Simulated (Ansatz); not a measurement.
# H8OSi3: a dynamics run in two tries

The task is a short trajectory. SMILES of the start: [SiH3]O[SiH2][SiH3].

Method: RKS r2SCAN-D4/STO-3G, in Ansatz 0.2.0.

### Step 1. The starting structure

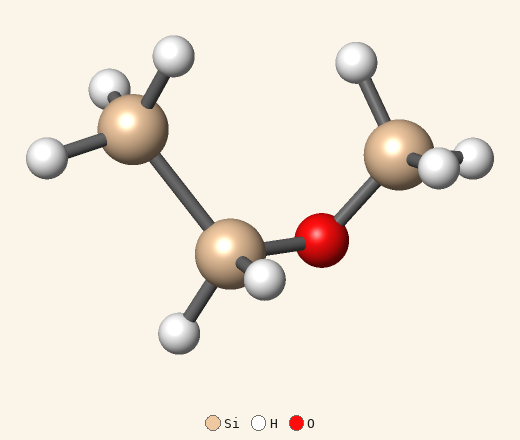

The starting structure, seen from a chosen angle (silicon light orange, hydrogen white, oxygen red).

As a file:

```xyz
12

Si   -0.0894   -0.1344    0.1359
Si    0.1549    0.1795    2.3710
H    -1.1022    0.0518    3.0748
H     1.0814   -0.7670    2.9516
H     0.6646    1.5091    2.6266
H     1.0973    0.3279   -0.5562
H    -1.2064    0.6745   -0.3339
O    -0.2729   -1.7591   -0.3731
Si   -1.6696   -2.5424    0.2119
H    -1.6462   -2.6802    1.6598
H    -2.8929   -1.8385   -0.1395
H    -1.6799   -3.8565   -0.3919
```

### Step 2. First try

Input file input.yaml:

```yaml
crystal:
  periodic: [false, false, false]
  atoms:
    - { symbol: Si, position_ang: [-0.089412, -0.134417, 0.135915] }
    - { symbol: Si, position_ang: [0.154938, 0.179497, 2.371041] }
    - { symbol: H, position_ang: [-1.102248, 0.051796, 3.074769] }
    - { symbol: H, position_ang: [1.081374, -0.76698, 2.951593] }
    - { symbol: H, position_ang: [0.664558, 1.509082, 2.626615] }
    - { symbol: H, position_ang: [1.097294, 0.327887, -0.556195] }
    - { symbol: H, position_ang: [-1.206413, 0.67449, -0.333942] }
    - { symbol: O, position_ang: [-0.272882, -1.759083, -0.373082] }
    - { symbol: Si, position_ang: [-1.669577, -2.542404, 0.211924] }
    - { symbol: H, position_ang: [-1.646209, -2.68018, 1.659802] }
    - { symbol: H, position_ang: [-2.892904, -1.838479, -0.139506] }
    - { symbol: H, position_ang: [-1.679918, -3.85651, -0.391934] }
basis:
  gaussian: { orbitals: STO-3G }
hamiltonian:
  xc: r2scan
  dispersion: d4
md:
  timestep: 0.5
  n_steps: 25
  ensemble: nvt_langevin
  temperature: 100000.0
  initial_velocities: maxwell_boltzmann
  seed: 413676
  friction: 0.05
```

Launch:

```console
$ ansatz run input.yaml --threads 1 --pin off --max-ram 2048MiB --backend cpu --events-out ev --progress --plain --runs-dir out
```

Standard output:

```text
Warning: RAYON_NUM_THREADS=1 ignored (pool sized by the plan → 1); use --threads N
Engine: ansatz 0.2.0, aarch64-unknown-linux-gnu
Functional definition: r2SCAN
  parameter k0 = 0.174
  parameter k1 = 0.065
  parameter a1 = 4.9479
  exchange = r2scan_x(k0 = k0, k1 = k1, a1 = a1)
  correlation = r2scan_c
526 factors; integrals over basis functions are off by at most 1.2e-5 eV
mean field evaluation 1: about -25502.9550 eV, gradient 3.2e1 eV
mean field evaluation 2: about -25496.9814 eV, gradient 5.8e1 eV
mean field evaluation 4: about -25506.3334 eV, gradient 1.9e0 eV
mean field evaluation 8: about -25506.2890 eV, gradient 4.3e-2 eV
mean field -25506.28898548 eV, -937.3388314327 hartree, gradient 3.2e-5 eV, S^2 0.000000; 0 other end points of the search recorded, 0 dependent functions left out
[... from here on, the SCF cycles and remarks between the steps are left out, and one step in 2 is shown ...]
md step     0: t =     0.00 fs  T = 91666.7 K  F+E_penalty+E_count = -25506.36018628 eV  E_kin = 142.185999 eV  (21 SCF iters)
md step     1: t =     0.50 fs  T = 87185.7 K  F+E_penalty+E_count = -25504.08625716 eV  E_kin = 135.235436 eV  (24 SCF iters, 5 dispersion substeps)
md step     3: t =     1.50 fs  T = 80809.3 K  F+E_penalty+E_count = -25491.90125918 eV  E_kin = 125.344936 eV  (33 SCF iters, 5 dispersion substeps)
md step     5: t =     2.50 fs  T = 79274.2 K  F+E_penalty+E_count = -25483.31268088 eV  E_kin = 122.963873 eV  (44 SCF iters, 5 dispersion substeps)
md step     7: t =     3.50 fs  T = 83580.8 K  F+E_penalty+E_count = -25479.20425233 eV  E_kin = 129.643913 eV  (44 SCF iters, 5 dispersion substeps)
md step     9: t =     4.50 fs  T = 89684.2 K  F+E_penalty+E_count = -25473.19612372 eV  E_kin = 139.110969 eV  (53 SCF iters, 5 dispersion substeps)
md step    11: t =     5.50 fs  T = 85216.1 K  F+E_penalty+E_count = -25472.17809779 eV  E_kin = 132.180425 eV  (109 SCF iters, 5 dispersion substeps)
md step    13: t =     6.50 fs  T = 76053.6 K  F+E_penalty+E_count = -25470.42315413 eV  E_kin = 117.968200 eV  (121 SCF iters, 5 dispersion substeps)
md step    14: t =     7.00 fs  T = 72449.8 K  F+E_penalty+E_count = -25467.75100560 eV  E_kin = 112.378353 eV  (123 SCF iters, 5 dispersion substeps)
[... 4 lines left out ...]
[...]
Error: SIGTERM received: run cancelled behind 291 evaluations of the mean field
```

Run time: 90 s. Hardware: 1 thread of Arm Neoverse V2, shared host.

### Step 3. Diagnosis

The run was stopped at its time limit, after 291 evaluations of the mean field. What it printed up to there is unfinished.

The temperature is tens of thousands of kelvin, several eV an atom, which tears any bond.

Remedy: type the intended temperature.

### Step 4. The mended input

Edit input.yaml of step 2 so:

```diff
@@ -22,5 +22,5 @@
   timestep: 0.5
-  n_steps: 25
+  n_steps: 300
   ensemble: nvt_langevin
-  temperature: 100000.0
+  temperature: 1000.0
   initial_velocities: maxwell_boltzmann
```

Launch:

```console
$ ansatz run input.yaml --threads 1 --pin off --max-ram 2048MiB --backend cpu --events-out ev --progress --plain --runs-dir out
```

Besides the cure, the cap on steps is lifted. The first and last lines of the walk in its log:

```text
md step     0: t =     0.00 fs  T =   916.7 K  F+E_penalty+E_count = -25506.36018628 eV  E_kin = 1.421860 eV  (21 SCF iters)
md step     1: t =     0.50 fs  T =   872.1 K  F+E_penalty+E_count = -25506.33773072 eV  E_kin = 1.352762 eV  (20 SCF iters, 3 dispersion substeps)
md step     2: t =     1.00 fs  T =   849.1 K  F+E_penalty+E_count = -25506.27802099 eV  E_kin = 1.317054 eV  (20 SCF iters, 3 dispersion substeps)
[...]
md step   298: t =   149.00 fs  T =  1074.3 K  F+E_penalty+E_count = -25505.10017960 eV  E_kin = 1.666293 eV  (24 SCF iters, 3 dispersion substeps)
md step   299: t =   149.50 fs  T =  1012.3 K  F+E_penalty+E_count = -25505.10790305 eV  E_kin = 1.570239 eV  (23 SCF iters, 3 dispersion substeps)
md step   300: t =   150.00 fs  T =   999.0 K  F+E_penalty+E_count = -25505.04050823 eV  E_kin = 1.549517 eV  (22 SCF iters, 3 dispersion substeps)
```

Wall time 16 min (1 thread of Arm Neoverse V2, shared host); peak memory 0.12 GiB.

The second input runs as intended: 300 steps, ending at 999 K.

### Step 5. Summary of results

```
 quantity                                                                                     value
first try                                                                                   timeout
    cause  the temperature is tens of thousands of kelvin, several eV an atom, which tears any bond
```

**Reading.** The program did not catch the first fault at the input check, so it cost a run.
